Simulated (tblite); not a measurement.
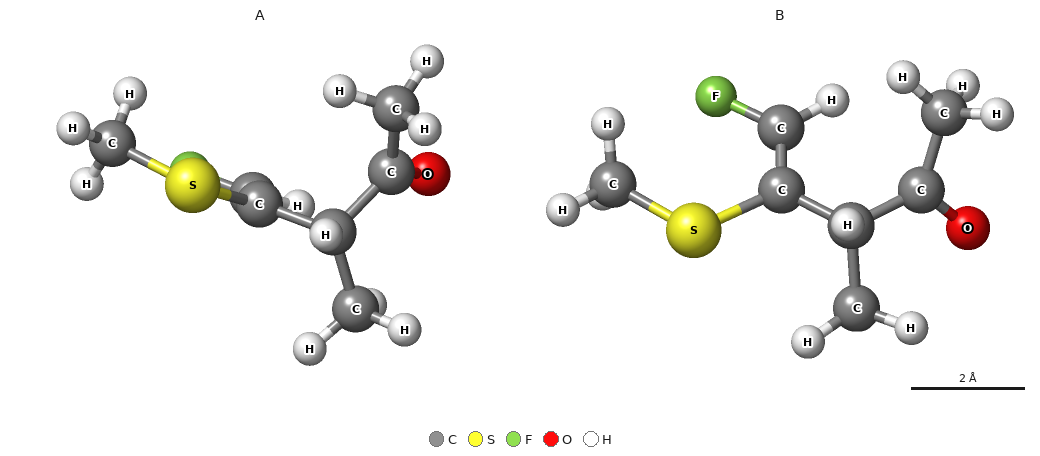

Two geometries of C₇H₁₁FOS, drawn at one scale. One is the start of a relaxation, the other its converged end. The picture is a ball-and-stick view, seen face on.

All numbers below come from GFN2-xTB geometry optimisation, gas phase (tblite 0.8.0). 

Which of the two is the end point?

Structure A is the relaxed one. An H atom moves most after the best rigid fit: 2.23 Å. Largest moves by element: H 2.23 Å, F 1.65 Å, C 1.44 Å, O 1.12 Å, S 1.07 Å. Among the contacts that change: C–C 1.448 → 1.530 Å, C–O 1.253 → 1.203 Å, C–H 1.134 → 1.085 Å, C–C 1.479 → 1.515 Å. Bond angles that change, for instance: C–C–C 126.2° → 114.0°, S–C–C 117.7° → 128.8°, C–C–C 116.3° → 105.6°. Groups turn about C–C by about 65°, C–C by about 40°, C–C by about 25°. Over 197 geometry steps the energy falls by 92.6 kJ/mol.
